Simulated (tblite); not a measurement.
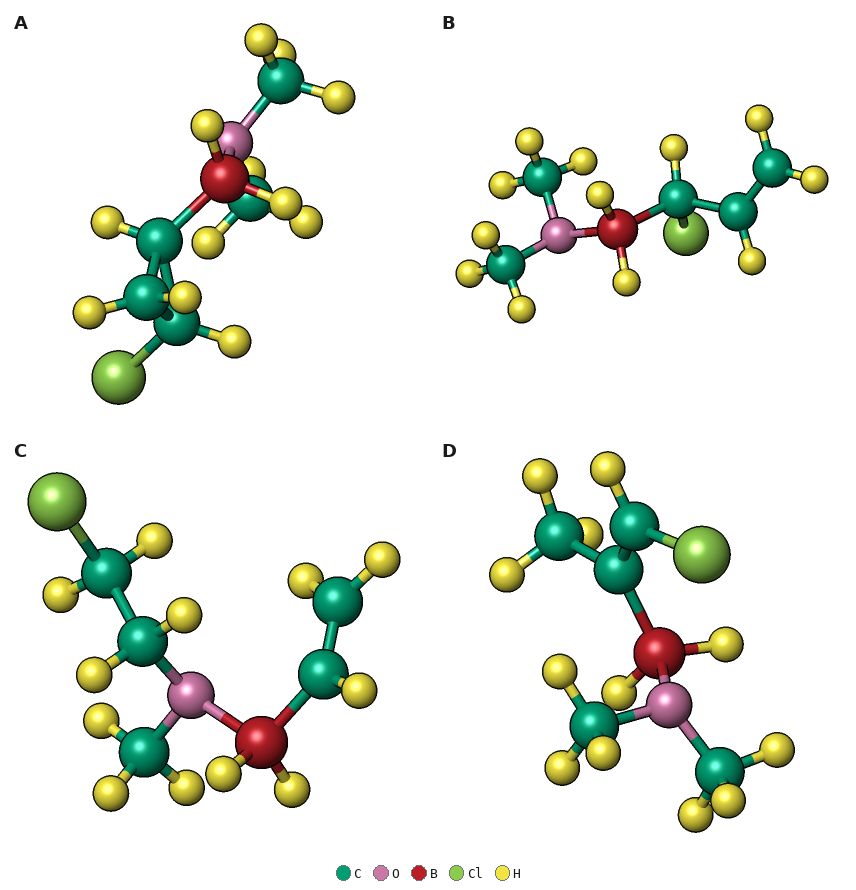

(Drawn from a calculation with tblite.)

Match each picture to its SMILES.
(1) C/C([BH2-][O+](C)C)=C/Cl
(2) C=C[C@@H](Cl)[BH2-][O+](C)C
(3) C[O+](C)[BH2-][C@@H]1C[C@H]1Cl
(4) C=C[BH2-][O+](C)CCCl

Answer. A is (3), B is (2), C is (4), D is (1).
